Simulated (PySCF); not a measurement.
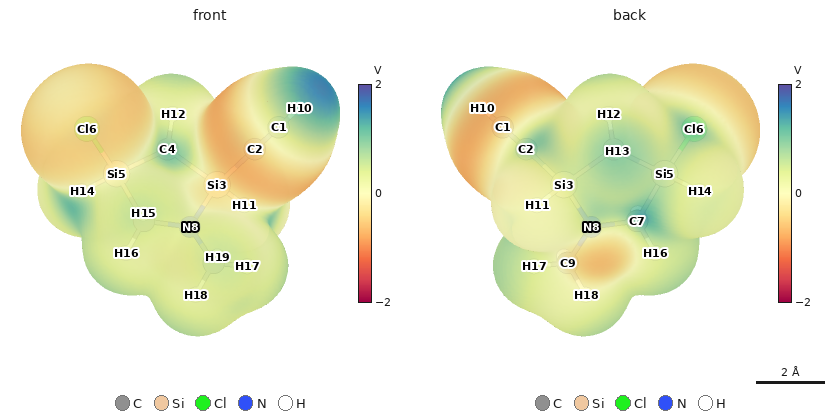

Figure. C₅H₁₀ClNSi₂. The electrostatic potential painted on the density surface at 0.002 e/bohr³, seen from the front and from behind; the colour scale runs from red (negative) to blue (positive).

Geometry: GFN2-xTB.

Method: PySCF, PBE0/pcSseg-1, SCF density, gas phase, non-relativistic.

Input

```
{"job": {"kind": "nmr", "xc": "PBE0", "basis": "pcSseg-1"}, "charge": 0, "multiplicity": 1}
C      2.904861    -1.765562    -0.772883
C      2.059270    -1.243351    -0.095131
Si     0.739769    -0.374070     0.887112
C     -0.779802    -1.513766     1.039740
Si    -2.135401    -0.674958     0.020161
Cl    -2.731382    -1.804067    -1.550741
C     -1.205615     0.871508    -0.608274
N      0.047918     0.988537     0.105838
C      0.818275     2.150163    -0.245101
H      3.644921    -2.235057    -1.356227
H      1.316264     0.068365     2.162335
H     -0.548264    -2.513676     0.681932
H     -1.069591    -1.618860     2.081021
H     -3.329264    -0.308155     0.785600
H     -1.022862     0.815723    -1.691575
H     -1.787247     1.787103    -0.445580
H      1.714790     2.189334     0.368618
H      0.232300     3.059019    -0.075132
H      1.121257     2.131022    -1.299176
```

Launched as:

```sh
OMP_NUM_THREADS=1 python probes_run.py task.json out
```

Describe the electrostatic potential map.

Answer. The most negative region (about −0.8 V, or −18 kcal/mol for a unit charge) lies over C1 and C2, the most positive (about +1.6 V, or +37 kcal/mol for a unit charge) over H10.
